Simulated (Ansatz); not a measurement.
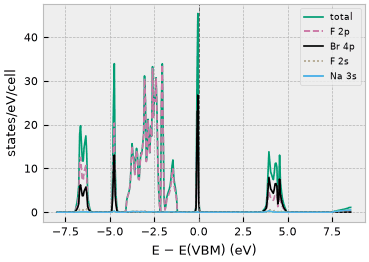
Figure. Total and projected density of states of NaBrF4 in space group I4/mcm (No. 140; Na on 4a, Br on 4d, F on 16l), the program Ansatz at the r²SCAN level (PAW)

Q: Which orbitals carry the states next to the gap?

A: Top 1 eV of the valence band: Br 4p 59 %, F 2p 40 %. Bottom 1 eV of the conduction band: Br 4p 58 %, F 2p 36 %. Projections are on Löwdin-orthogonalised atomic valence shells; empty p or d shells of many metals are not among them.

The workflow started from a Materials Project entry (that database holds measured and hypothetical structures alike); the Crystallography Open Database copy checked does not list it. Its standing as an ambient phase is unchecked. The cell was relaxed with r²SCAN under the symmetry of its start; whether a distortion lowers the energy is not shown. Scalar-relativistic: spin–orbit coupling is off unless named, which matters more the heavier the elements.

Potentials: the later of the program's two PAW sets.
